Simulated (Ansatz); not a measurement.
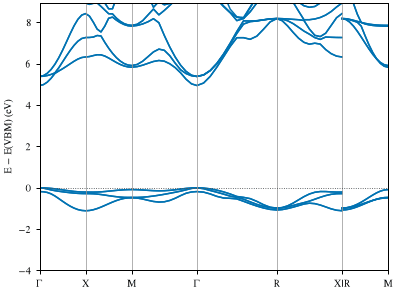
Figure: Band structure from plane-wave PAW PBE with spin–orbit coupling (Ansatz code)

Q: Read off the gap and where the band edges lie.

A: About 4.9 eV (4.95 eV by a search for the band edges); maximum at Γ, minimum at Γ.

The material is CsCl (CsCl type, Pm-3m).

The PBE relaxation kept the symmetry of its start.

Potentials: the later of the program's two PAW sets.
